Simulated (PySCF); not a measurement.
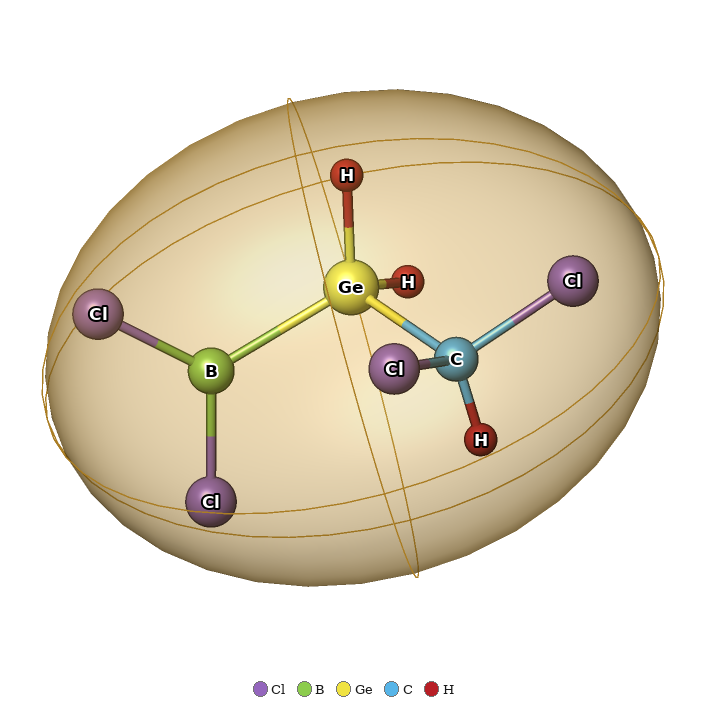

The ellipsoid shows the static dipole polarisability: its half-axes are proportional to the principal values. Computed geometry: GFN2-xTB optimisation. No frequency run is at hand to confirm it as a minimum. Method: CAM-B3LYP/def2-SVPD (PySCF 2.14.0).

Question: Give the principal values, the mean and the anisotropy.

Answer: Principal values 98.6, 101.7, 128.1 bohr³; mean 109.5 bohr³ (16.22 Å³); anisotropy 28.1 bohr³, so the longest axis is 1.30 times the shortest.

The geometry is semi-empirical. Around B, Ge such bond lengths and angles can be off by a tenth of an ångström or more and by several degrees, and values that hang on the shape move with them.
